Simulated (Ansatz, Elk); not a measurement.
**Co2CuSe2: X-ray structure factors from the self-consistent density**

Structure refinements treat a crystal as free atoms side by side. For a made-up structure of Co2CuSe2 (cell and positions from a PBEsol relaxation) the runs below show what the calculated density changes in F(hkl).

Method: DFT, PBE, all-electron APW+lo, Dirac cores, scalar-relativistic bands, static density, no spin, in Elk 11.2.3 (patched build).

The structure was built from a prototype and need not be the compound's stable phase.

## (1) The structure

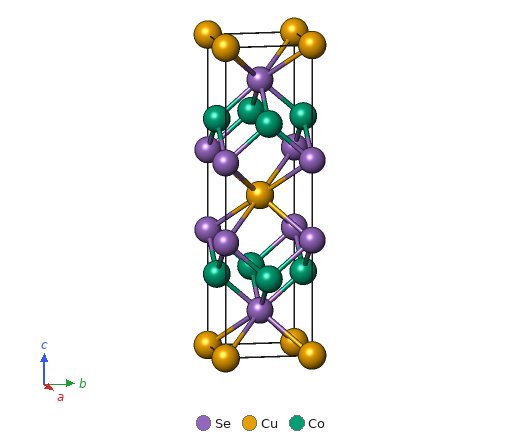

The starting structure, seen slightly off an axis (selenium purple, copper orange, cobalt teal). This picture shows the conventional cell, with its axes. Some periodic images of atoms are drawn too.

As a file:

```cif
data_structure
_symmetry_space_group_name_H-M 'I4/mmm'
_symmetry_Int_Tables_number 139
_cell_length_a 3.4933
_cell_length_b 3.4933
_cell_length_c 12.4267
_cell_angle_alpha 90.000
_cell_angle_beta 90.000
_cell_angle_gamma 90.000
_cell_volume 151.64
loop_
_atom_site_label
_atom_site_type_symbol
_atom_site_symmetry_multiplicity
_atom_site_Wyckoff_symbol
_atom_site_fract_x
_atom_site_fract_y
_atom_site_fract_z
_atom_site_occupancy
Se1 Se 4 e 0.50000 0.50000 0.12874 1
Cu1 Cu 2 a 0.00000 0.00000 0.00000 1
Co1 Co 4 d 0.50000 0.00000 0.25000 1
```

## (2) Ground state and structure factors

An all-electron density is needed, since X-rays see the cores too. Task 0 finds the density and task 195 Fourier-transforms it; tshift is off so that phases refer to the origin typed.

The input, elk.in:

```
tasks
  0
  195

xctype
  20

spinpol
  .false.

rgkmax
  7.0

gmaxvr
  14.0

lmaxo
  7

lmaxapw
  8

swidth
  0.002

tshift
  .false.

ramdisk
  .false.

hmaxvr
  5.5

maxscl
  120

epspot
  1e-06

sppath
  './'

avec
  -3.30066066853 3.30066066853 11.74154577420
  3.30066066853 -3.30066066853 11.74154577420
  3.30066066853 3.30066066853 -11.74154577420

atoms
  3
  'Se.in'
  2
  0.6287426804 0.6287426804 -0.0000000000   0.000000 0.000000 0.000000
  0.3712573196 0.3712573196 -0.0000000000   0.000000 0.000000 0.000000
  'Cu.in'
  1
  0.0000000000 0.0000000000 -0.0000000000   0.000000 0.000000 0.000000
  'Co.in'
  2
  0.2500000000 0.7500000000 0.5000000000   0.000000 0.000000 0.000000
  0.7500000000 0.2500000000 0.5000000000   0.000000 0.000000 0.000000

ngridk
  9 9 9
```

Run with:

```bash
> OMP_NUM_THREADS=4 elk
```

Numbers of over 12 decimals in the logs are rounded to 6 here.

What it wrote:

```text
┌─────────────────────────┐
│ Elk code version 11.2.3 │
└─────────────────────────┘

All units are atomic (Hartree, Bohr, etc.)

┌─────────────────────────────────────────────────┐
│ Ground-state run starting from atomic densities │
└─────────────────────────────────────────────────┘

Lattice vectors :
  -3.300660669       3.300660669       11.74154577
   3.300660669      -3.300660669       11.74154577
   3.300660669       3.300660669      -11.74154577

Reciprocal lattice vectors :
 -0.3636750688E-17  0.9518072195      0.2675621008
  0.9518072195     -0.3636750688E-17  0.2675621008
  0.9518072195      0.9518072195      0.4832890795E-17

Unit cell volume      :    511.6665463
Brillouin zone volume :   0.4847888048

Muffin-tin inner radius fraction :   0.1000000000E-01

Nuclei treated as point charges

Species : 1 (Se)
 parameters loaded from : Se.in
 name : selenium
 nuclear charge    :   -34.00000000
 electronic charge :    34.00000000
 atomic mass :    143935.2749
 muffin-tin radius :    2.154598502
 number of radial points in muffin-tin :    993
 inner part over the whole radius :   0.9975930758E-02
 number on inner part of muffin-tin    :    701
 approximate nuclear radius :   0.7785908700E-04
 number of mesh points to nuclear radius :    345
 atomic positions (lattice), magnetic fields (Cartesian) :
  1 :  -0.37125732 -0.37125732  0.00000000    0.00000000  0.00000000  0.00000000
  2 :   0.37125732  0.37125732  0.00000000    0.00000000  0.00000000  0.00000000

Species : 2 (Cu)
 parameters loaded from : Cu.in
 name : copper
 nuclear charge    :   -29.00000000
 electronic charge :    29.00000000
 atomic mass :    115837.2717
 muffin-tin radius :    2.400000000
 number of radial points in muffin-tin :    993
 inner part over the whole radius :   0.9893084826E-02
 number on inner part of muffin-tin    :    701
 approximate nuclear radius :   0.7406004541E-04
 number of mesh points to nuclear radius :    336
 atomic positions (lattice), magnetic fields (Cartesian) :
  1 :   0.00000000  0.00000000  0.00000000    0.00000000  0.00000000  0.00000000

Species : 3 (Co)
 parameters loaded from : Co.in
 name : cobalt
 nuclear charge    :   -27.00000000
 electronic charge :    27.00000000
 atomic mass :    107428.6517
 muffin-tin radius :    2.154598502
 number of radial points in muffin-tin :    993
 inner part over the whole radius :   0.9846475530E-02
 number on inner part of muffin-tin    :    698
 approximate nuclear radius :   0.7243775530E-04
 number of mesh points to nuclear radius :    335
 atomic positions (lattice), magnetic fields (Cartesian) :
  1 :   0.25000000 -0.25000000  0.50000000    0.00000000  0.00000000  0.00000000
  2 :  -0.25000000  0.25000000  0.50000000    0.00000000  0.00000000  0.00000000

Total number of atoms per unit cell :    5
Total muffin-tin volume :    225.4956661
 ratio of muffin-tin to unit cell volume :   0.4407082458

Spin treatment :
 spin-unpolarised

Number of Bravais lattice symmetries :   16
Number of crystal symmetries         :   16
Crystal has inversion symmetry
Real symmetric eigensolver will be used

k-point grid :      9     9     9
k-point offset :    0.000000000       0.000000000       0.000000000
k-point set is reduced with full crystal symmetry group
Total number of k-points :       75

Muffin-tin radius times maximum |G+k| :    7.000000000
 using average radius
Maximum |G+k| for APW functions       :    3.176506483
Maximum (1/2)|G+k|²                   :    5.045096719
Maximum |G| for potential and density :    14.00000000
Constant for pseudocharge density :    8
 order of it for each species :   15  15  15
 order of it for pair densities of each species (exact exchange by exxq0 0: 16) :    9  12   9
Radial integration step length :    1

G-vector grid sizes :     60    60    60
Number of G-vectors :    23705

Maximum angular momentum used for
 APW functions            :    8
 outer part of muffin-tin :    7
 inner part of muffin-tin :    2

Total nuclear charge    :   -151.0000000
[...]
Density of states at Fermi energy :    382.3647188
 (states/Hartree/unit cell)

Estimated indirect band gap :   0.7675748227E-04
 from k-point 33 to k-point 31
Estimated direct band gap   :   0.1546383991E-02
 at k-point 37

Charges :
 core                        :    72.00000000
 valence                     :    79.00000000
 interstitial                :    7.921369667
 muffin-tins (core leakage)
  species : 1 (Se)
   atom 1                    :    31.79831542     (  0.2985506595E-03)
[...]
species : 2 (Cu)
[...]
species : 3 (Co)
[...]
total in muffin-tins        :    143.0786303
 total calculated charge     :    150.9952839
 total charge                :    151.0000000
 error                       :   0.4716077623E-02

RMS change in Kohn-Sham potential (target) :    1.644304816     (  0.1000000000E-05)
Absolute change in total energy (target)   :    9.732185075     (  0.1000000000E-03)

[... loops 3 to 17 left out ...]

┌──────────────────┐
│ Loop number : 18 │
└──────────────────┘

Energies :
 Fermi                       :     0.292245
 sum of occupied eigenvalues :     -5362.7894196079
 electron kinetic            :      9488.4565823299
 core electron kinetic       :      8616.7379391038
 Coulomb                     :     -18427.555358560
 Coulomb potential           :     -14378.881498938
 nuclear-nuclear             :     -1337.9365379860
 electron-nuclear            :     -19838.304416966
 Hartree                     :      2748.6855963916
 Madelung                    :     -11238.114609091
 xc potential                :     -472.36450300000
 exchange                    :     -355.96946843385
 correlation                 :     -7.329245
 electron entropic           :    -0.10216324001741E-02
 total energy                :     -9302.3985117480

Density of states at Fermi energy :    76.56461873
 (states/Hartree/unit cell)

Estimated indirect band gap :   0.9974419906E-03
 from k-point 61 to k-point 32
Estimated direct band gap   :   0.5717498517E-02
 at k-point 17

Charges :
 core                        :    72.00000000
 valence                     :    79.00000000
 interstitial                :    7.796001439
 muffin-tins (core leakage)
  species : 1 (Se)
[...]
species : 2 (Cu)
[...]
species : 3 (Co)
[...]
total in muffin-tins        :    143.2039986
 total calculated charge     :    150.9951926
 total charge                :    151.0000000
 error                       :   0.4807374088E-02

RMS change in Kohn-Sham potential (target) :   0.7662071556E-06 (  0.1000000000E-05)
Absolute change in total energy (target)   :   0.8256931142E-04 (  0.1000000000E-03)

Convergence targets achieved

┌──────────────────┐
│ Loop number : 19 │
└──────────────────┘

Energies :
 Fermi                       :     0.292246
 sum of occupied eigenvalues :     -5362.7893815558
 electron kinetic            :      9488.4565986541
 core electron kinetic       :      8616.7379439335
 Coulomb                     :     -18427.555352497
 Coulomb potential           :     -14378.881482985
 nuclear-nuclear             :     -1337.9365379860
 electron-nuclear            :     -19838.304420124
 Hartree                     :      2748.6856056137
 Madelung                    :     -11238.114611004
 xc potential                :     -472.36449722448
 exchange                    :     -355.96946850613
 correlation                 :     -7.329245
 electron entropic           :    -0.10216320701013E-02
 total energy                :     -9302.3984894343

Density of states at Fermi energy :    76.56460101
 (states/Hartree/unit cell)

Estimated indirect band gap :   0.9974421787E-03
 from k-point 61 to k-point 32
Estimated direct band gap   :   0.5717509709E-02
 at k-point 17

Charges :
 core                        :    72.00000000
 valence                     :    79.00000000
 interstitial                :    7.796000741
 muffin-tins (core leakage)
  species : 1 (Se)
[...]
species : 2 (Cu)
   atom 1                    :    27.92610512     (  0.1585953265E-03)
  species : 3 (Co)
   atom 1                    :    25.83473610     (  0.1717567683E-02)
   atom 2                    :    25.83473610     (  0.1717567683E-02)
 total in muffin-tins        :    143.2039993
 total calculated charge     :    150.9951926
 total charge                :    151.0000000
 error                       :   0.4807374129E-02

┌──────────────────────────────┐
│ Self-consistent loop stopped │
└──────────────────────────────┘

Warning : core states of species 1 leak from the muffin-tin :   0.2908326651E-03

Warning : core states of species 2 leak from the muffin-tin :   0.1585953265E-03

Warning : core states of species 3 leak from the muffin-tin :   0.1717567683E-02

Wrote STATE.OUT
```

Run time: 86 s. Hardware: 4 threads of Arm Neoverse V1, shared host; peak memory 0.22 GiB.

SFACRHO.OUT:

```text

h k l indices transformed by vhmat matrix:
   1.000000000       0.000000000       0.000000000    
   0.000000000       1.000000000       0.000000000    
   0.000000000       0.000000000       1.000000000    

      h      k      l  multipl.   |H|            Re(F)            Im(F)           |F|

      0      0      0      1   0.0000000       151.00000     -0.31339799E-16   151.00000    
      1      1     -1      2  0.53512420      -26.731739     -0.22255122E-14   26.731739    
     -1      0      1      8  0.98869938      -15.183932      0.17751999E-13   15.183932    
      2      2     -2      2   1.0702484       13.047721     -0.36958878E-13   13.047721    
     -1     -2      1      8   1.2450873       65.352173     -0.21302399E-13   65.352173    
      1     -1      0      4   1.3460587       34.857601      0.88895636E-14   34.857601    
     -2      0      1      8   1.4485275       61.099964      0.53383244E-15   61.099964    
     -3     -3      3      2   1.6053726      -10.255237      0.41828236E-13   10.255237    
      3      2     -3      8   1.6418508       52.582758      0.28403199E-13   52.582758    
     -2     -2      1      8   1.7196818      -65.913900      0.48151783E-13   65.913900    
      1     -1     -1      4   1.9036144       103.66517      0.13454965E-13   103.66517    
      0     -2      2      8   1.9773988      -17.736928      0.86929972E-14   17.736928    
     -3     -3      2      8   2.0950167       59.767635     -0.19027792E-13   59.767635    
      4      3     -4      8   2.1009097      -17.726214     -0.63907198E-13   17.726214    
      4      4     -4      2   2.1404968       96.944054      0.95561138E-13   96.944054    
      1      0      1     16   2.1450581      -12.149234     -0.10651200E-13   12.149234    
      1      3     -1      8   2.1838451       7.6668480     -0.47696147E-13   7.6668480    
     -3      0      1     16   2.2746407       51.336806     -0.28403199E-13   51.336806
```

Elk indexes on the primitive cell of elk.in and gives |H| = 4π sin θ/λ in inverse bohr. Below, one row stands for each form hkl of the conventional cell (m members, Friedel mates merged), F is for one primitive cell and the density is static (no thermal factor). Free-atom factors are Waasmaier and Kirfel's, and R is Σm||F|−|F'||/Σm|F|.

```
hkl  m  sin θ/λ (Å⁻¹)  abs F, DFT  neutral atoms   diff.
002  2          0.081      26.732         26.207  +0.525
101  8          0.149      15.184         14.949  +0.235
004  2          0.161      13.048         12.868  +0.180
103  8          0.187      65.352         65.538  -0.186
110  4          0.202      34.858         35.134  -0.276
112  8          0.218      61.100         61.364  -0.264
006  2          0.241      10.255         10.193  +0.063
105  8          0.247      52.583         52.920  -0.337
114  8          0.259      65.914         65.954  -0.040
200  4          0.286     103.665        104.183  -0.518
202  8          0.297      17.737         17.820  -0.084
116  8          0.315      59.768         60.209  -0.441
107  8          0.316      17.726         17.773  -0.047
008  2          0.322      96.944         97.532  -0.588
```

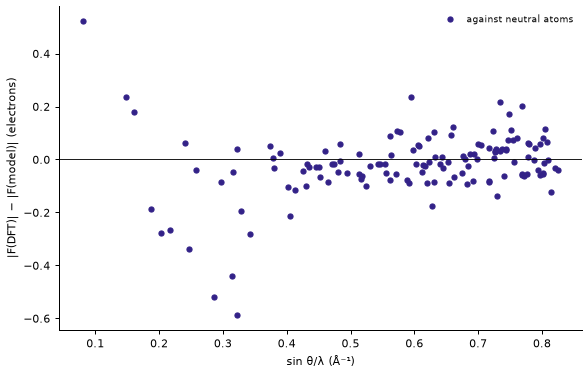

Difference between the calculated structure factors and the independent-atom ones.

## (3) The highest occupied states alone

An energy window below the Fermi level keeps the highest occupied states, to see at which angles they scatter; shallow core shells can lie inside it and anion s states outside. No new self-consistency is needed.

elk.in: that of step 2 with these lines changed.

```diff
@@ -1,3 +1,2 @@
 tasks
-  0
   195
@@ -40,2 +39,5 @@
 
+wsfac
+  -0.075250 0.592250
+
 sppath
```

Run with:

```bash
> OMP_NUM_THREADS=4 elk
```

What it wrote:

```text
┌─────────────────────────────────┐
│ Elk code version 11.2.3 started │
└─────────────────────────────────┘

Info(readinput): the functional depends on the density's gradient
 muffin-tin radial points multiplied by    2.00000
 (not where nrmtscf is given)

┌────────────────────┐
│ Current task : 195 │
└────────────────────┘
Info(checkmt): changed muffin-tin radius of species 1 (Se) from   2.4000 to   2.1546
Info(checkmt): changed muffin-tin radius of species 3 (Co) from   2.4000 to   2.1546

Info(sfacrho): density structure factors written to SFACRHO.OUT

 Energy window :  -0.7525000000E-01  0.5922500000

┌──────────────────┐
│ Elk code stopped │
└──────────────────┘
```

It took 11 s on 4 threads; peak memory 0.16 GiB; 18 s of CPU time.

States within 10 eV below the Fermi level hold 37.00 electrons; any levels below the window count with the cores. Their amplitudes can exceed the total, where window and core parts have opposite phase:

```
hkl  sin θ/λ (Å⁻¹)  abs F, window  abs F, all
002          0.081          5.881      26.732
101          0.149          5.787      15.184
004          0.161         16.709      13.048
103          0.187          8.318      65.352
110          0.202          1.562      34.858
112          0.218         15.513      61.100
006          0.241          2.413      10.255
105          0.247          6.198      52.583
114          0.259          2.257      65.914
200          0.286         11.613     103.665
```

## (4) Another functional

The difference from free atoms is small, so it is set against the change that LDA (Perdew-Wang) makes.

elk.in: that of step 3 with these lines changed.

```diff
@@ -1,2 +1,3 @@
 tasks
+  0
   195
@@ -4,3 +5,3 @@
 xctype
-  20
+  3
 
@@ -39,5 +40,2 @@
 
-wsfac
-  -0.075250 0.592250
-
 sppath
```

Run with:

```bash
> OMP_NUM_THREADS=4 elk
```

What it wrote:

```text
┌─────────────────────────┐
│ Elk code version 11.2.3 │
└─────────────────────────┘

All units are atomic (Hartree, Bohr, etc.)

┌─────────────────────────────────────────────────┐
│ Ground-state run starting from atomic densities │
└─────────────────────────────────────────────────┘

Lattice vectors :
  -3.300660669       3.300660669       11.74154577
   3.300660669      -3.300660669       11.74154577
   3.300660669       3.300660669      -11.74154577

Reciprocal lattice vectors :
 -0.3636750688E-17  0.9518072195      0.2675621008
[...]
atom 2                    :    25.84799788     (  0.1797528845E-02)
 total in muffin-tins        :    143.2549708
 total calculated charge     :    150.9949982
 total charge                :    151.0000000
 error                       :   0.5001786899E-02

┌──────────────────────────────┐
│ Self-consistent loop stopped │
└──────────────────────────────┘

Warning : core states of species 1 leak from the muffin-tin :   0.2924057682E-03

Warning : core states of species 2 leak from the muffin-tin :   0.1635963470E-03

Warning : core states of species 3 leak from the muffin-tin :   0.1797528845E-02

Wrote STATE.OUT
[key lines of the parts left out:]
total energy                :     -9288.9046620440
```

The job ended after 54 s (4 threads; peak memory 0.16 GiB; 3.1 min of CPU time).

Against the first run R = 0.06 %; the largest change is -0.058 at 208.

## (5) A coarser k-mesh

About half the k-points along each axis test the sampling.

elk.in: that of step 4 with these lines changed.

```diff
@@ -5,3 +5,3 @@
 xctype
-  3
+  20
 
@@ -63,2 +63,2 @@
 ngridk
-  9 9 9
+  4 4 4
```

Run with:

```bash
> OMP_NUM_THREADS=4 elk
```

What it wrote:

```text
┌─────────────────────────┐
│ Elk code version 11.2.3 │
└─────────────────────────┘

All units are atomic (Hartree, Bohr, etc.)

┌─────────────────────────────────────────────────┐
│ Ground-state run starting from atomic densities │
└─────────────────────────────────────────────────┘

Lattice vectors :
  -3.300660669       3.300660669       11.74154577
   3.300660669      -3.300660669       11.74154577
   3.300660669       3.300660669      -11.74154577

Reciprocal lattice vectors :
 -0.3636750688E-17  0.9518072195      0.2675621008
[...]
atom 2                    :    25.83626370     (  0.1718230806E-02)
 total in muffin-tins        :    143.2055224
 total calculated charge     :    150.9952340
 total charge                :    151.0000000
 error                       :   0.4765963881E-02

┌──────────────────────────────┐
│ Self-consistent loop stopped │
└──────────────────────────────┘

Warning : core states of species 1 leak from the muffin-tin :   0.2907599722E-03

Warning : core states of species 2 leak from the muffin-tin :   0.1587457821E-03

Warning : core states of species 3 leak from the muffin-tin :   0.1718230806E-02

Wrote STATE.OUT
[key lines of the parts left out:]
total energy                :     -9302.4009118008
```

Elapsed: 33 s, on 4 threads; peak memory 0.22 GiB; 76 s of CPU time.

Against the first run R = 0.01 %; the largest change is +0.015 at 008.

## (6) Settings against the effect

```
              run  R against the first run (%)  R against neutral atoms, low angle (%)  wall time
    PBE, rgkmax 7                         0.00                                    0.48       86 s
LDA (Perdew-Wang)                         0.06                                    0.49       54 s
     k-mesh 4×4×4                         0.01                                    0.48       33 s
```

## (7) Summary of results

| Property | Result |
| --- | --- |
| R against neutral atoms, sin θ/λ < 0.3 Å⁻¹ | 0.48 % |
| R against neutral atoms, 0.3 to 0.83 Å⁻¹ | 0.29 % |

**Reading.** Independent neutral atoms miss the calculated amplitudes by R = 0.48 % below 0.3 Å⁻¹ and 0.29 % from there to 0.83 Å⁻¹; by shells, 1.68 % below 0.15 Å⁻¹ (2 forms), 0.41 % 0.15 to 0.3 (9 forms), 0.35 % 0.3 to 0.45 (18 forms), 0.27 % above 0.45 (106 forms). Bonding, aspherical density and the tables' own atoms all enter these figures, and the runs don't part them. The largest change of an amplitude is -0.59 electrons, at 008. The window's part falls from 37.0 electrons at the origin to at most 5.75 between 0.45 and 0.83 Å⁻¹, where compact states inside the window still scatter. Below 0.3 Å⁻¹ the changes that finished (LDA (Perdew-Wang) and k-mesh 4×4×4) move F by R = 0.02 % at most, against the 0.48 % that separates it from free atoms. The basis has no finished test. These runs have no spin, though d or f shells may be open. The electron count is odd, so without spin the run is a metal by force. Part of the difference isn't bonding: the tables are fits to free atoms and ions calculated by other methods than this functional. Thermal motion, anomalous dispersion and extinction are left out.

[Logs are printed without paths, hosts, clocks, repeated set-up lines and the standing remarks that a program may print on its own settings, such as how far it seeks lower states.]

[Hosts, paths, dates, database ids (printed as entryN), source tags and the programs' standing remarks are cut or masked in the printed files.]
